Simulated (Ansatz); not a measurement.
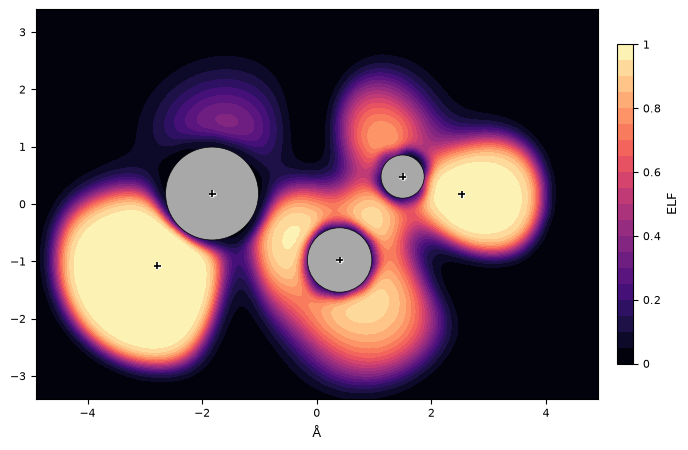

The electron localisation function on a plane through atoms (crosses mark nuclei in the plane; grey discs cover the cores).

The calculation used Ansatz, isolated molecule in a Gaussian basis; Kohn-Sham density functional theory, functional PBE0.

Candidates:
A. PN
B. CPS (charge +1, triplet)
C. CH₇AlS

### Which system is this?

Candidate C: CH₇AlS on the plane of atoms C1, S3 and Al2, which holds C, Al, S and H. C–S (1.82 Å): the ELF peaks at about 0.90 between the atoms: a shared electron pair. Al–S (2.51 Å): the ELF peaks at about 0.95 in the valence shell of S, 0.9 Å from its nucleus, and is about 0.90 at the midpoint.
